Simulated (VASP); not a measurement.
Band structure of ErSb (space group Fm-3m). Computed with PBEsol GGA, VASP's PBE PAW potentials (set 64) (plane waves; VASP).

The 4f electrons are frozen in the core of the lanthanide potential, so 4f levels, which can set the real gap, and their magnetism are missing.  Unless said otherwise, spin-orbit coupling is left out, though it shifts the bands of the heavy elements here.

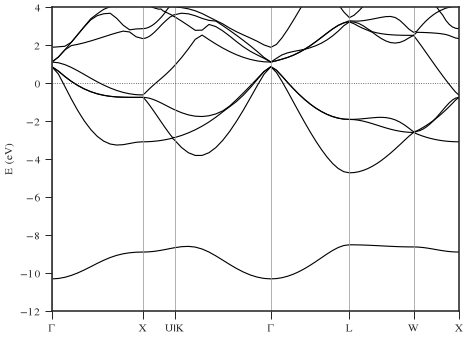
Figure. Bands along high-symmetry lines, zero at the valence-band maximum or, without a gap, the Fermi level

Problem. Read the plot: is there a gap, and where are the band edges?

Solution. It has no gap at this level: it comes out as a metal or semimetal. (Edges off the drawn lines would not show.)

The structure comes from a measured ErSb entry (Fm-3m) of the Crystallography Open Database, whose conditions weren't checked. It was relaxed first.
